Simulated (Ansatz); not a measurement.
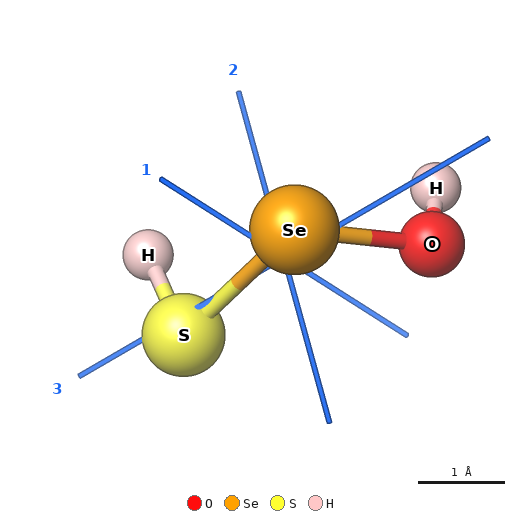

The three principal axes of inertia are drawn and numbered. Atoms fade into the background with distance from the viewer. The geometry was computed by an optimisation with PBE0-D4/def2-TZVP. No frequency run is at hand to confirm it as a minimum. Masses are those of the most abundant isotopes; constants are for the rigid equilibrium geometry.

### Which line is the a axis (least moment of inertia), which b and which c?

a is line 3, b is line 1, c is line 2; the moments are 40.1, 138, 173 u Å².

### What kind of rotor is it, and what are its rotational constants in MHz?

An asymmetric top (C1): A = 12591, B = 3671, C = 2924 MHz. Ray's parameter κ is −0.85, nearer the prolate limit.
